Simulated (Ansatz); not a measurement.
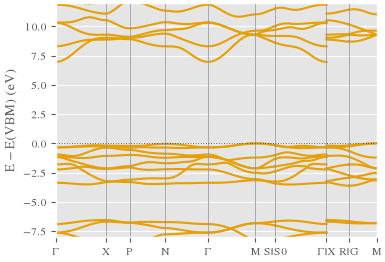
Band structure from DFT-PBEsol in the program Ansatz with PAW potentials

Read off the gap and where the band edges lie.

About 7.0 eV (6.96 eV by a search for the band edges); maximum at M, minimum at Γ.

The material is SiCO4 in space group I-4 (No. 82; Si on 2a, C on 2c, O on 8g).

The start of the workflow was typed in or built on a structure type; neither database checked (COD, Materials Project) lists it. Its standing as an ambient phase is unchecked. Symmetry was held in the PBEsol relaxation; whether a distortion lowers the energy is not shown.

Potentials: the later of the program's two PAW sets.
